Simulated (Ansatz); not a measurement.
# SiNH5 (Si(NH2)H3): CCSDTQ/STO-3G

What is the electronic atomisation energy of SiNH5 (Si(NH2)H3) at CCSDTQ/STO-3G? 

The results are computed with Ansatz 0.2.0.

49 further runs of the same task are left out: 49 set aside as unsound or not needed.

### 1 The structure to begin with

The species is SiNH5 (7 atoms), meant as a singlet with charge 0. SMILES: `[H][Si]([H])([H])N`. The shape is that of a GFN2-xTB optimisation.

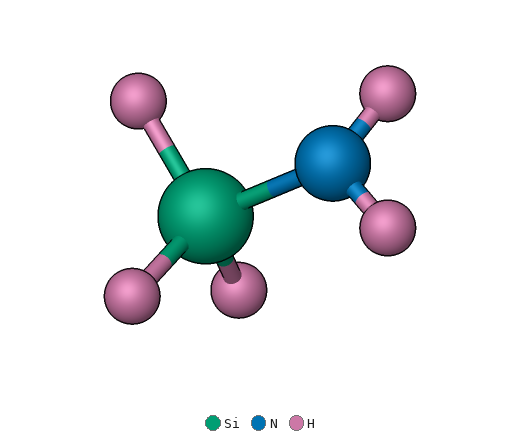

The structure, seen from a chosen angle (silicon teal, nitrogen blue, hydrogen pink).

### 2 The energy at CCSDTQ/STO-3G

The input, molecule.yaml:

```yaml
crystal:
  periodic: [false, false, false]
  atoms:
    - {symbol: Si, position_ang: [-0.000690, 0.002380, -0.682990]}
    - {symbol: "N", position_ang: [0.090660, 0.178690, 1.028560]}
    - {symbol: H, position_ang: [0.707680, -0.428190, 1.543790]}
    - {symbol: H, position_ang: [-0.763660, 0.307400, 1.545850]}
    - {symbol: H, position_ang: [1.387750, -0.009920, -1.135540]}
    - {symbol: H, position_ang: [-0.747920, 1.169350, -1.146100]}
    - {symbol: H, position_ang: [-0.673820, -1.219710, -1.153570]}
basis:
  gaussian:
    orbitals: STO-3G
correlation:
  method: ccsdtq
  frozen_orbitals: {H: 0, "N": 1, Si: 5}
accuracy: high
scf:
  omitted_lower_state_checks: [cluster_reference, increment]
```

Command:

```sh
ansatz run molecule.yaml --threads 1 --pin off --max-ram 2610MiB --events-out events.jsonl --progress --plain --runs-dir runs
```

Log:

```text
Warning: RAYON_NUM_THREADS=1 ignored (pool sized by the plan → 1); use --threads N
Functional definition: HF
  name "HF"
  exchange = exact_x
  correlation = 0
these checks for a lower state are left out or cut short: cluster_reference, increment
337 factors; integrals over basis functions are off by at most 8.3e-9 eV
mean field evaluation 1: about -9312.3447 eV, gradient 1.4e1 eV
mean field evaluation 2: about -9312.3818 eV, gradient 1.5e1 eV
mean field evaluation 4: about -9313.0715 eV, gradient 7.2e-1 eV
mean field evaluation 8: about -9313.0743 eV, gradient 1.6e-6 eV
mean field -9313.07429822 eV, -342.2491678313 hartree, gradient 9.0e-9 eV, S^2 0.000000; 0 other end points of the search recorded, 0 dependent functions left out
6 core orbitals not correlated: weight in the atoms' cores, before any rotation towards them, 1.000 or more for the frozen orbitals, at most 0.000 for the correlated occupied ones
reference -9313.07429822 eV, -342.2491678313 hartree; 7, 7 occupied and 6, 6 virtual orbitals, 337 factors
second order -2.28251414 eV of doubles, -0.00000000 eV of singles
cycle   1  -2.84197310 eV  change   -5.6e-1 eV  update   6.0e-2
cycle   2  -3.13092696 eV  change   -2.9e-1 eV  update   2.3e-2
cycle   3  -3.15934282 eV  change   -2.8e-2 eV  update   7.2e-3
cycle   4  -3.16379910 eV  change   -4.5e-3 eV  update   2.1e-3
cycle   5  -3.16460783 eV  change   -8.1e-4 eV  update   7.9e-4
cycle   6  -3.16457845 eV  change    2.9e-5 eV  update   2.7e-4
cycle   7  -3.16449190 eV  change    8.7e-5 eV  update   8.6e-5
cycle   8  -3.16443248 eV  change    5.9e-5 eV  update   3.0e-5
cycle   9  -3.16443435 eV  change   -1.9e-6 eV  update   1.1e-5
cycle  10  -3.16443399 eV  change    3.6e-7 eV  update   5.3e-6
cycle  11  -3.16443401 eV  change   -2.0e-8 eV  update   1.8e-6
cycle  12  -3.16443437 eV  change   -3.6e-7 eV  update   4.4e-7
cycle  13  -3.16443445 eV  change   -8.0e-8 eV  update   1.9e-7
cycle  14  -3.16443454 eV  change   -9.0e-8 eV  update   1.1e-7
cycle  15  -3.16443459 eV  change   -4.8e-8 eV  update   4.0e-8
cycle  16  -3.16443459 eV  change    2.8e-9 eV  update   1.2e-8
cycle  17  -3.16443460 eV  change   -1.5e-8 eV  update   8.7e-9
cycle  18  -3.16443461 eV  change   -7.8e-9 eV  update   3.1e-9
cycle  19  -3.16443461 eV  change   -1.6e-9 eV  update   1.4e-9
cycle  20  -3.16443461 eV  change  -3.3e-10 eV  update  4.9e-10
Total energy: -9316.23873284 eV, -342.3654586584 hartree
Checks for a lower state left out: cluster_reference, increment
```

Wall time 3.6 s (1 thread of Arm Neoverse V2, shared host); peak memory 0.11 GiB.

### 3 The H atom: the energy at UHF/STO-3G

The input, molecule.yaml:

```yaml
basis:
  gaussian: {orbitals: STO-3G}
crystal:
  periodic: [false, false, false]
  atoms:
    - {symbol: H, position_ang: [0.000000, 0.000000, 0.000000]}
accuracy: high
magnetization: {spin_polarized: true, initial_magnetization: 1}
hamiltonian: {xc: hf}
```

Command:

```sh
ansatz run molecule.yaml --threads 1 --pin off --max-ram 2610MiB --events-out events.jsonl --progress --plain --runs-dir runs
```

Log:

```text
Warning: RAYON_NUM_THREADS=1 ignored (pool sized by the plan → 1); use --threads N
[... 4 set-up lines as earlier in the session ...]
1 factors; integrals over basis functions are off by at most 4.6e-10 eV
mean field evaluation 1: about -12.6963 eV, gradient 0.0e0 eV
mean field evaluation 2: about -12.6963 eV, gradient 0.0e0 eV
mean field -12.69633895 eV, -0.4665818504 hartree, gradient 0.0e0 eV, S^2 0.750000; 0 other end points of the search recorded, 0 dependent functions left out
reference -12.69633895 eV, -0.4665818504 hartree; 1, 0 occupied and 0, 1 virtual orbitals, 1 factors
Total energy: -12.69633895 eV, -0.4665818504 hartree
```

Run time: 0.02 s. Hardware: 1 thread of Arm Neoverse V2, shared host.

### 4 The N atom

The input, input.yaml:

```yaml
crystal:
  periodic: [false, false, false]
  atoms:
    - {symbol: "N", position_ang: [0.000000, 0.000000, 0.000000]}
basis:
  gaussian: {orbitals: STO-3G}
magnetization: {spin_polarized: true, initial_magnetization: 3}
correlation: {method: ccsdtq, frozen_orbitals: {"N": 1}}
accuracy: high
scf: {omitted_lower_state_checks: [cluster_reference, increment]}
```

Command:

```sh
ansatz run input.yaml --threads 1 --pin off --max-ram 2610MiB --events-out events.jsonl --progress --plain --runs-dir runs
```

Log:

```text
Warning: RAYON_NUM_THREADS=1 ignored (pool sized by the plan → 1); use --threads N
[... 4 set-up lines as earlier in the session ...]
these checks for a lower state are left out or cut short: cluster_reference, increment
15 factors; integrals over basis functions are off by at most 1.1e-9 eV
mean field evaluation 1: about -1461.7687 eV, gradient 1.8e-14 eV
mean field evaluation 2: about -1461.7687 eV, gradient 0.0e0 eV
mean field -1461.76873496 eV, -53.7190101874 hartree, gradient 0.0e0 eV, S^2 3.750000; 0 other end points of the search recorded, 0 dependent functions left out
1 core orbitals not correlated: weight in the atoms' cores, before any rotation towards them, 1.000 or more for the frozen orbitals, at most 0.000 for the correlated occupied ones
reference -1461.76873496 eV, -53.7190101874 hartree; 4, 1 occupied and 0, 3 virtual orbitals, 15 factors
second order 0.00000000 eV of doubles, 0.00000000 eV of singles
cycle   1  0.00000000 eV  change     0.0e0 eV  update    0.0e0
cycle   2  0.00000000 eV  change     0.0e0 eV  update    0.0e0
Total energy: -1461.76873496 eV, -53.7190101874 hartree
Checks for a lower state left out: cluster_reference, increment
```

Run time: 0.52 s. Hardware: 1 thread of Arm Neoverse V2, shared host.

### 5 The Si atom

The input, input.yaml:

```yaml
crystal:
  periodic: [false, false, false]
  atoms:
    - symbol: Si
      position_ang: [0.000000, 0.000000, 0.000000]
basis:
  gaussian:
    orbitals: STO-3G
scf:
  omitted_lower_state_checks: [cluster_reference, increment]
accuracy: high
magnetization:
  spin_polarized: true
  initial_magnetization: 2
correlation:
  method: ccsdtq
  frozen_orbitals: {Si: 5}
```

Run the same way, it converges to -285.47963 Eh (log not shown).

### 6 Outcome

Level: CCSDTQ/STO-3G, 6 core orbitals frozen.

| quantity | value |
| --- | --- |
| molecule: total energy | -342.36546 Eh |
| molecule: correlation energy (6 core orbitals frozen) | -116.3 mEh |
| molecule: T1 diagnostic | 0.006 |
| H atom: total energy | -0.46658 Eh |
| H atom: ⟨S²⟩ | 0.750 |
| N atom: total energy | -53.71901 Eh |
| N atom: correlation energy (1 core orbital frozen) | 0.0 mEh |
| N atom: ⟨S²⟩ of the reference determinant | 3.750 |
| N atom: T1 diagnostic | 0.000 |
| Si atom: total energy | -285.47963 Eh |
| Si atom: correlation energy (5 core orbitals frozen) | -13.4 mEh |
| Si atom: ⟨S²⟩ of the reference determinant | 2.000 |
| Si atom: T1 diagnostic | 0.000 |
| electronic atomisation energy | 22.692 eV |

In words: Taking the molecule apart into free atoms costs 22.69 eV (523 kcal/mol), before zero-point energy and without spin-orbit coupling. In a minimal basis such a difference can be off by several eV, whatever the method.
